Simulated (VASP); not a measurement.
# A VASP study of YB6 (r2SCAN + rVV10): structure first, properties next

What structure does YB6 take at this level, and what are its properties? The steps: relaxing cell and atoms (r2SCAN + rVV10), second relaxation, single point with fields (r2SCAN + rVV10), band structure (r2SCAN + rVV10), total and projected DOS (r2SCAN + rVV10), zone-centre phonons (r2SCAN + rVV10), volume scan with r2SCAN + rVV10, fit for r2SCAN + rVV10 and bands along the symmetry lines (r2SCAN + rVV10), changed input. The start is a cell from a database of measured crystal structures.

Program: VASP 6.6.1. Level of theory: r2SCAN with rVV10; plane waves and PAW (Y_sv, B). Results are calculated unless marked as measured.

The database entry behind the starting cell differs from later determinations by our own check (about 0.3 % long, ideal inner coordinate), so it need not match the best structure at ambient conditions.

**1. Starting point**

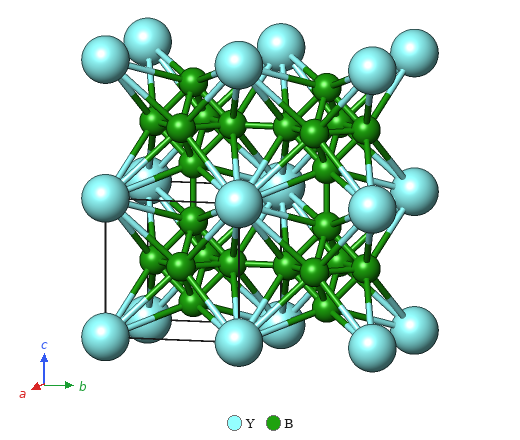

The starting structure, seen slightly off an axis (yttrium light teal, boron green). 1×2×2 cells are drawn. Some periodic images of atoms are drawn too.

As a file:

```cif
data_structure
_symmetry_space_group_name_H-M 'Pm-3m'
_symmetry_Int_Tables_number 221
_cell_length_a 4.1130
_cell_length_b 4.1130
_cell_length_c 4.1130
_cell_angle_alpha 90.000
_cell_angle_beta 90.000
_cell_angle_gamma 90.000
_cell_volume 69.58
loop_
_atom_site_label
_atom_site_type_symbol
_atom_site_symmetry_multiplicity
_atom_site_Wyckoff_symbol
_atom_site_fract_x
_atom_site_fract_y
_atom_site_fract_z
_atom_site_occupancy
Y1 Y 1 a 0.00000 0.00000 0.00000 1
B1 B 6 f 0.20700 0.50000 0.50000 1
```

**2. Relaxing cell and atoms (r2SCAN + rVV10)**

The start need not lie at this functional's minimum. ISIF = 3 frees volume, shape and positions, and EDIFFG sets the threshold on forces and stress at which the search stops. r2SCAN adds the kinetic-energy density, costs more than a GGA and is run with LASPH. LUSE_VDW switches on a nonlocal correlation term for dispersion.

INCAR reads:

```
SYSTEM = YB6
PREC = Accurate
ENCUT = 420
EDIFF = 1E-06
NELM = 100
ISMEAR = 0
SIGMA = 0.05
LREAL = .FALSE.
ALGO = Normal
METAGGA = R2SCAN
LUSE_VDW = .TRUE.
IVDW_NL = 2
BPARAM = 11.95
CPARAM = 0.0093
LASPH = .TRUE.
NBANDS = 21
LORBIT = 11
LWAVE = .FALSE.
LCHARG = .FALSE.
KPAR = 4
IBRION = 2
NSW = 60
ISIF = 3
EDIFFG = -0.01
```

POSCAR reads:

```
YB6
1.0
    4.1130000000      0.0000000000      0.0000000000
    0.0000000000      4.1130000000      0.0000000000
    0.0000000000      0.0000000000      4.1130000000
Y B
1 6
Direct
    0.0000000000      0.0000000000      0.0000000000
    0.2070000000      0.5000000000      0.5000000000
    0.5000000000      0.2070000000      0.5000000000
    0.7930000000      0.5000000000      0.5000000000
    0.5000000000      0.7930000000      0.5000000000
    0.5000000000      0.5000000000      0.2070000000
    0.5000000000      0.5000000000      0.7930000000
```

KPOINTS reads:

```
Automatic mesh
0
Gamma
7 7 7
0 0 0
```

Potentials, in the order of the species: Y_sv and B (PBE family, release 64).

Started as:

```sh
$ mpirun -np 4 vasp_std
```

The program printed:

```text
[banner, memory and clock lines left out]
running    4 mpi-ranks, on    1 nodes
 distrk:  each k-point on    1 cores,    4 groups
 distr:  one band on    1 cores,    1 groups

 POSCAR found type information on POSCAR Y B
 POSCAR found :  2 types and       7 ions
|                                                                             |
|               ----> ADVICE to this user running VASP <----                  |
|                                                                             |
|     You have switched on vdW-DFT.                                           |
|     This routine was written and supplied by Jiri Klimes. We recommend      |
|     that you carefully read and cite the following publications:            |
|       J. Klimes, D.R. Bowler, A. Michelides                                 |
|          J. Phys.: Cond Matt. 22 022201 (2010)                              |
|       J. Klimes, D.R. Bowler, A. Michelides                                 |
|          Phys. Rev. B. 83, 195131 (2011)                                    |
|     and references therein.                                                 |
|                                                                             |

|                                                                             |
|               ----> ADVICE to this user running VASP <----                  |
|                                                                             |
|     You enforced a specific xc type in the INCAR file but a different       |
|     [... a line on the potential file left out ...]
|     I HOPE YOU KNOW WHAT YOU ARE DOING!                                     |
|                                                                             |

 LDA part: xc-table for (None), standard interpolation
 POSCAR, INCAR and KPOINTS ok, starting setup
 FFT: planning ... GRIDC
 FFT: planning ... GRID_SOFT
 FFT: planning ... GRID
 WAVECAR not read
 entering main loop
       N       E                     dE             d eps       ncg     rms          rms(c)
Total rVV10 correction in eV:      0.3064088    29.9215336
Total rVV10 correction in eV:      0.3064088    29.9215336
Total rVV10 correction in eV:      0.3064088    29.9215336
Total rVV10 correction in eV:      0.3064088    29.9215336
DAV:   1     0.562414041449E+02    0.56241E+02   -0.12814E+04   840   0.112E+03
DAV:   2    -0.754976275871E+02   -0.13174E+03   -0.12716E+03  1084   0.240E+02
DAV:   3    -0.803568141081E+02   -0.48592E+01   -0.47703E+01  1264   0.400E+01
DAV:   4    -0.804562430454E+02   -0.99429E-01   -0.98825E-01  1174   0.504E+00
DAV:   5    -0.804583118432E+02   -0.20688E-02   -0.20681E-02  1151   0.608E-01    0.150E+01
Total rVV10 correction in eV:      0.3373589    29.9215337
Total rVV10 correction in eV:      0.3373589    29.9215337
Total rVV10 correction in eV:      0.3373589    29.9215337
Total rVV10 correction in eV:      0.3373589    29.9215337
DAV:   6    -0.678056114239E+02    0.12653E+02   -0.11725E+01  1133   0.225E+01    0.120E+01
Total rVV10 correction in eV:      0.3625808    29.9215337
Total rVV10 correction in eV:      0.3625808    29.9215337
Total rVV10 correction in eV:      0.3625808    29.9215337
Total rVV10 correction in eV:      0.3625808    29.9215337
DAV:   7    -0.669790840837E+02    0.82653E+00   -0.75100E+00  1146   0.136E+01    0.104E+01
Total rVV10 correction in eV:      0.3574133    29.9215337
Total rVV10 correction in eV:      0.3574133    29.9215337
Total rVV10 correction in eV:      0.3574133    29.9215337
Total rVV10 correction in eV:      0.3574133    29.9215337
DAV:   8    -0.671970105243E+02   -0.21793E+00   -0.21533E+00  1072   0.755E+00    0.163E+00
Total rVV10 correction in eV:      0.3678789    29.9215337
Total rVV10 correction in eV:      0.3678789    29.9215337
Total rVV10 correction in eV:      0.3678789    29.9215337
Total rVV10 correction in eV:      0.3678789    29.9215337
DAV:   9    -0.669823878150E+02    0.21462E+00   -0.83472E-01  1025   0.449E+00    0.353E-01
Total rVV10 correction in eV:      0.3668669    29.9215337
Total rVV10 correction in eV:      0.3668669    29.9215337
Total rVV10 correction in eV:      0.3668669    29.9215337
Total rVV10 correction in eV:      0.3668669    29.9215337
DAV:  10    -0.669837529071E+02   -0.13651E-02   -0.46272E-02  1051   0.122E+00    0.798E-01
Total rVV10 correction in eV:      0.3666310    29.9215337
Total rVV10 correction in eV:      0.3666310    29.9215337
Total rVV10 correction in eV:      0.3666310    29.9215337
Total rVV10 correction in eV:      0.3666310    29.9215337
DAV:  11    -0.669832955891E+02    0.45732E-03   -0.26309E-03  1094   0.291E-01    0.239E-01
Total rVV10 correction in eV:      0.3665485    29.9215337
Total rVV10 correction in eV:      0.3665485    29.9215337
Total rVV10 correction in eV:      0.3665485    29.9215337
Total rVV10 correction in eV:      0.3665485    29.9215337
DAV:  12    -0.669830923269E+02    0.20326E-03   -0.93664E-04  1106   0.168E-01    0.410E-02
Total rVV10 correction in eV:      0.3665659    29.9215337
Total rVV10 correction in eV:      0.3665659    29.9215337
Total rVV10 correction in eV:      0.3665659    29.9215337
Total rVV10 correction in eV:      0.3665659    29.9215337
DAV:  13    -0.669830968778E+02   -0.45509E-05   -0.87726E-05  1076   0.558E-02    0.187E-02
Total rVV10 correction in eV:      0.3665799    29.9215337
Total rVV10 correction in eV:      0.3665799    29.9215337
Total rVV10 correction in eV:      0.3665799    29.9215337
Total rVV10 correction in eV:      0.3665799    29.9215337
DAV:  14    -0.669830956358E+02    0.12420E-05   -0.69783E-06  1084   0.140E-02    0.606E-03
Total rVV10 correction in eV:      0.3665750    29.9215337
Total rVV10 correction in eV:      0.3665750    29.9215337
Total rVV10 correction in eV:      0.3665750    29.9215337
Total rVV10 correction in eV:      0.3665750    29.9215337
DAV:  15    -0.669830956976E+02   -0.61761E-07   -0.62643E-07   658   0.520E-03
Total rVV10 correction in eV:      0.3665814    29.9215337
Total rVV10 correction in eV:      0.3665814    29.9215337
Total rVV10 correction in eV:      0.3665814    29.9215337
Total rVV10 correction in eV:      0.3665814    29.9215337
Total rVV10 correction in eV:      0.3665764    29.9215337
Total rVV10 correction in eV:      0.3665764    29.9215337
Total rVV10 correction in eV:      0.3665764    29.9215337
Total rVV10 correction in eV:      0.3665764    29.9215337
   1 F= -.66983096E+02 E0= -.66981187E+02  d E =-.669831E+02
 curvature:   0.00 expect dE= 0.000E+00 dE for cont linesearch  0.000E+00
 trial: gam= 0.00000 g(F)=  0.149E+01 g(S)=  0.836E-03 ort = 0.000E+00 (trialstep = 0.100E+01)
 search vector abs. value=  0.149E+01
 bond charge predicted
       N       E                     dE             d eps       ncg     rms          rms(c)
Total rVV10 correction in eV:      0.3496587    29.9215337
Total rVV10 correction in eV:      0.3496587    29.9215337
Total rVV10 correction in eV:      0.3496587    29.9215337
Total rVV10 correction in eV:      0.3496587    29.9215337
DAV:   1    -0.663137571981E+02    0.66934E+00   -0.10816E+02   850   0.550E+01    0.433E+00
Total rVV10 correction in eV:      0.3466481    29.9215336
Total rVV10 correction in eV:      0.3466481    29.9215336
Total rVV10 correction in eV:      0.3466481    29.9215336
Total rVV10 correction in eV:      0.3466481    29.9215336
DAV:   2    -0.660518475280E+02    0.26191E+00   -0.30181E+00  1126   0.100E+01    0.238E+00
Total rVV10 correction in eV:      0.3488278    29.9215336
Total rVV10 correction in eV:      0.3488278    29.9215336
Total rVV10 correction in eV:      0.3488278    29.9215336
Total rVV10 correction in eV:      0.3488278    29.9215336
DAV:   3    -0.659085387256E+02    0.14331E+00   -0.53046E-01   920   0.385E+00    0.727E-01
Total rVV10 correction in eV:      0.3497915    29.9215336
Total rVV10 correction in eV:      0.3497915    29.9215336
Total rVV10 correction in eV:      0.3497915    29.9215336
Total rVV10 correction in eV:      0.3497915    29.9215336
DAV:   4    -0.659129190394E+02   -0.43803E-02   -0.60076E-02  1125   0.122E+00    0.510E-01
Total rVV10 correction in eV:      0.3499584    29.9215336
Total rVV10 correction in eV:      0.3499584    29.9215336
Total rVV10 correction in eV:      0.3499584    29.9215336
Total rVV10 correction in eV:      0.3499584    29.9215336
DAV:   5    -0.659132695104E+02   -0.35047E-03   -0.10566E-03  1036   0.184E-01    0.231E-01
Total rVV10 correction in eV:      0.3499632    29.9215336
Total rVV10 correction in eV:      0.3499632    29.9215336
Total rVV10 correction in eV:      0.3499632    29.9215336
Total rVV10 correction in eV:      0.3499632    29.9215336
DAV:   6    -0.659133392489E+02   -0.69739E-04   -0.19866E-04  1129   0.948E-02    0.155E-02
Total rVV10 correction in eV:      0.3499405    29.9215336
Total rVV10 correction in eV:      0.3499405    29.9215336
Total rVV10 correction in eV:      0.3499405    29.9215336
Total rVV10 correction in eV:      0.3499405    29.9215336
DAV:   7    -0.659133409498E+02   -0.17010E-05   -0.10724E-05  1111   0.210E-02    0.114E-02
Total rVV10 correction in eV:      0.3499119    29.9215336
Total rVV10 correction in eV:      0.3499119    29.9215336
Total rVV10 correction in eV:      0.3499119    29.9215336
Total rVV10 correction in eV:      0.3499119    29.9215336
DAV:   8    -0.659133415349E+02   -0.58511E-06   -0.22203E-06   986   0.116E-02
Total rVV10 correction in eV:      0.3499237    29.9215336
Total rVV10 correction in eV:      0.3499237    29.9215336
Total rVV10 correction in eV:      0.3499237    29.9215336
Total rVV10 correction in eV:      0.3499237    29.9215336
Total rVV10 correction in eV:      0.3499195    29.9215336
Total rVV10 correction in eV:      0.3499195    29.9215336
Total rVV10 correction in eV:      0.3499195    29.9215336
Total rVV10 correction in eV:      0.3499195    29.9215336
   2 F= -.65913342E+02 E0= -.65911964E+02  d E =0.106975E+01
[...]
3 F= -.67207101E+02 E0= -.67204932E+02  d E =-.224005E+00
[...]
4 F= -.67207298E+02 E0= -.67205159E+02  d E =-.224202E+00
[...]
5 F= -.67217183E+02 E0= -.67214842E+02  d E =-.988474E-02
[...]
6 F= -.67218718E+02 E0= -.67216434E+02  d E =-.114200E-01
[...]
7 F= -.67218512E+02 E0= -.67216278E+02  d E =0.206227E-03
 trial-energy change:    0.000206  1 .order    0.000206   -0.000435    0.000847
 step:   0.2762(harm=  0.2762)  dis= 0.00057  next Energy=   -67.218792 (dE=-0.737E-04)
 bond charge predicted
       N       E                     dE             d eps       ncg     rms          rms(c)
Total rVV10 correction in eV:      0.3557384    29.9215335
Total rVV10 correction in eV:      0.3557384    29.9215335
Total rVV10 correction in eV:      0.3557384    29.9215335
Total rVV10 correction in eV:      0.3557384    29.9215335
DAV:   1    -0.672188407157E+02   -0.32900E-03   -0.11334E-02   855   0.574E-01    0.451E-02
Total rVV10 correction in eV:      0.3557278    29.9215335
Total rVV10 correction in eV:      0.3557278    29.9215335
Total rVV10 correction in eV:      0.3557278    29.9215335
Total rVV10 correction in eV:      0.3557278    29.9215335
DAV:   2    -0.672188062561E+02    0.34460E-04   -0.31003E-04  1053   0.103E-01    0.240E-02
Total rVV10 correction in eV:      0.3557580    29.9215335
Total rVV10 correction in eV:      0.3557580    29.9215335
Total rVV10 correction in eV:      0.3557580    29.9215335
Total rVV10 correction in eV:      0.3557580    29.9215335
DAV:   3    -0.672187918986E+02    0.14358E-04   -0.60607E-05   981   0.414E-02    0.576E-03
Total rVV10 correction in eV:      0.3557703    29.9215335
Total rVV10 correction in eV:      0.3557703    29.9215335
Total rVV10 correction in eV:      0.3557703    29.9215335
Total rVV10 correction in eV:      0.3557703    29.9215335
DAV:   4    -0.672187918297E+02    0.68893E-07   -0.53797E-06   970   0.129E-02
Total rVV10 correction in eV:      0.3557783    29.9215335
Total rVV10 correction in eV:      0.3557783    29.9215335
Total rVV10 correction in eV:      0.3557783    29.9215335
Total rVV10 correction in eV:      0.3557783    29.9215335
Total rVV10 correction in eV:      0.3557769    29.9215335
Total rVV10 correction in eV:      0.3557769    29.9215335
Total rVV10 correction in eV:      0.3557769    29.9215335
Total rVV10 correction in eV:      0.3557769    29.9215335
   8 F= -.67218792E+02 E0= -.67216526E+02  d E =-.736576E-04
 curvature:  -0.14 expect dE=-0.490E-07 dE for cont linesearch -0.265E-08
 trial: gam= 0.00704 g(F)=  0.619E-08 g(S)=  0.349E-06 ort =-0.320E-05 (trialstep = 0.707E+00)
 search vector abs. value=  0.336E-06
 reached required accuracy - stopping structural energy minimisation
```

Wall time 7 min (4 MPI ranks of AMD EPYC 7R43, shared host); peak memory 0.93 GiB; 28 min of CPU time.

The logs omit lines about the potential files and the build; timing stands in the text.

(Part 1 of 9 ends here.)

[Lines on the potential files, build, host, timing and source positions are cut from VASP's logs without a mark.]

[Logs are printed without paths, hosts, clocks, repeated set-up lines and the standing remarks that a program may print on its own settings, such as how far it seeks lower states.]

[Hosts, paths, dates, database ids (printed as entryN), source tags and the programs' standing remarks are cut or masked in the printed files.]

[Measured values are set beside computed ones only where the two were judged alike; some that the calculation misses by far are left out.]
